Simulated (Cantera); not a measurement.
Feed: 1 mol Ti(OiPr)₄, a varied amount of O₂, 210 mol H₂, equilibrated at 900 °C and 770 Pa.

These are equilibrium values from Cantera (NASA tables, ideal gas, pure condensed phases), not measurements of a reactor. Candidate condensed phases: C, C₆H₆, C₇H₈, C₈H₁₈, H₂O, Ti, TiC, TiO, TiO₂, Ti₂O₃, Ti₃O₅, Ti₄O₇; 113 gas species. The feed counts by its element totals alone. Mutual solubility and eutectic melting of coexisting phases are not modelled. TiC: taken at fixed stoichiometry. Kinetics and transport are ignored.

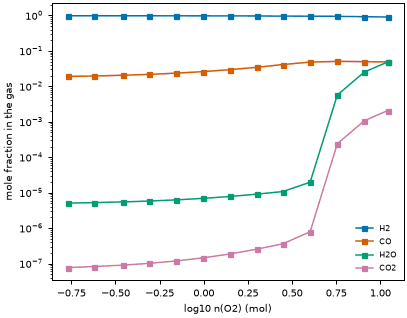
Figure: Equilibrium gas composition (values under 1e-9 drawn at 1e-9)

### Question
Read off the mole fractions at 0.35 mol O₂.

### Answer
H₂ about 0.98, CO about 0.021, H₂O about 5.5e-6, CO₂ about 9.0e-8.
